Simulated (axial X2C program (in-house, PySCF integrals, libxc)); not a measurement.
Relativistic diatomic calculation for KC⁺

KC⁺. The reference is closed-shell KC⁺; the roots are vertical excitation energies. The distance is the PBE0 minimum at charge 1. Computed at this level: EOM-EE-CCSD, two-component X2C with atomic mean-field Coulomb and Gaunt terms, K dyall-acv3z, C dyall-av3z (cores contracted) (axial X2C program (in-house, PySCF integrals, libxc)).

### The input
```
{"zs": [19, 6], "q": 1, "bas": ["dyall-acv3z", "dyall-av3z"], "r0": 2.6, "eom": "ee", "thr": -2.0, "nmax": 88}
```

The line is the task of a batch: nuclear charges, charge, bases, a first guess of the distance and further settings. This report covers the levels named above. The log is that of the reference distance 3.183 Å.

Hardware: 1 thread of Arm Neoverse V2, 24 GiB of memory available, shared host.

Launched within a batch (the task file carries these settings):
```bash
python <driver script> task.json out
```

### Output
```
two-component X2C + atomic mean field  HF
basis functions 165  fitting functions 700  grid points 5086
iter        total energy     max residual
   1       -638.853884736     1.72e-01
   2       -638.861509698     5.72e-03
   3       -638.861696519     2.48e-03
   4       -638.861759283     1.48e-03
   5       -638.861833614     1.19e-03
   6       -638.861895886     1.44e-03
   7       -638.861926976     8.98e-04
   8       -638.861932659     1.98e-04
   9       -638.861933062     2.53e-05
  10       -638.861933078     8.58e-06
  11       -638.861933079     2.26e-06
  12       -638.861933079     2.95e-07
converged
one-electron -910.05940790  Coulomb 290.12480593  exact exchange -37.76485896  xc functional 0.00000000  nuclear repulsion 18.95262395  atomic mean-field constant -0.11509609
correlated 12  virtual 266  natural virtual 88  E(MP2) -0.312069936  MP2 remainder -0.046340945
iter   CCSD correlation   residual
   1     -0.302525704   1.62e-01
   2     -0.320822527   1.04e-01
   3     -0.326563580   7.37e-02
   4     -0.333433980   5.30e-02
   5     -0.335440167   2.16e-02
   6     -0.335550172   1.02e-02
   7     -0.335881759   7.83e-03
   8     -0.335869915   6.63e-03
   9     -0.335975871   5.03e-03
  10     -0.336127485   2.36e-03
  11     -0.336184637   1.38e-03
  12     -0.336214546   9.13e-04
  13     -0.336201825   7.45e-04
  14     -0.336191400   6.66e-04
  15     -0.336185803   6.01e-04
  16     -0.336188233   5.03e-04
  17     -0.336210539   3.31e-04
  18     -0.336225306   1.65e-04
  19     -0.336227589   1.02e-04
  20     -0.336227989   8.50e-05
  21     -0.336225855   7.23e-05
  22     -0.336223550   5.45e-05
  23     -0.336222726   3.06e-05
  24     -0.336222882   1.79e-05
  25     -0.336223253   1.34e-05
  26     -0.336223511   1.15e-05
  27     -0.336223713   1.06e-05
  28     -0.336223840   9.69e-06
  29     -0.336223819   8.71e-06
  30     -0.336223707   7.53e-06
  31     -0.336223513   5.84e-06
  32     -0.336223380   4.38e-06
  33     -0.336223297   3.44e-06
  34     -0.336223270   2.75e-06
  35     -0.336223298   2.15e-06
  36     -0.336223342   1.48e-06
  37     -0.336223373   8.80e-07
  38     -0.336223376   5.55e-07
(T) -0.008998069757828603  T1 0.0184  D1 0.0446  max T2 0.219
EOM-EE-CCSD roots
2*Omega      energy/Eh   energy/eV  one-particle weight
    0      -0.00413507     -0.1125      0.974
    0       0.02186287      0.5949      0.735
    0       0.06246173      1.6997      0.205
    0       0.13771131      3.7473      0.012
    0       0.19202688      5.2253      0.312
    2      -0.00052957     -0.0144      0.957
    2       0.02238893      0.6092      0.730
    2       0.06799951      1.8504      0.267
    2       0.19046933      5.1829      0.343
    4       0.01385012      0.3769      0.706
    4       0.08221753      2.2373      0.289
    4       0.18584315      5.0570      0.431
    6       0.32822185      8.9314      0.013
```

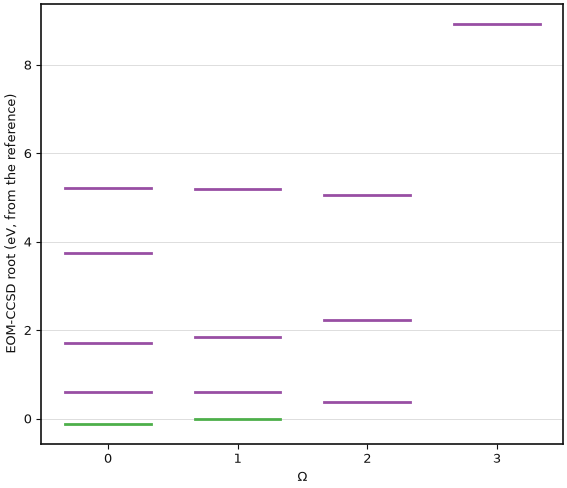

EOM-CCSD roots by Ω at 3.18 Å; roots whose one-particle weight is under 0.8 have the second colour. The lowest has Ω = 0 and lies at −0.113 eV, with one-particle weight 0.97. 11 of the 13 roots are less well described at this level.

### Results in brief

- outcome: converged
- HF energy of the reference KC⁺: −638.86193 hartree
- MP2 energy of the reference KC⁺: −639.17400 hartree
- CCSD energy of the reference KC⁺ (with the MP2 share of the virtual spinors left out of the coupled-cluster step): −639.24450 hartree
- CCSD(T) energy of the reference KC⁺: −639.25350 hartree
- T1 diagnostic (spinor form; for a closed shell √2 times the usual value): 0.018
- wall time: 40 s
- peak memory: 0.73 GiB
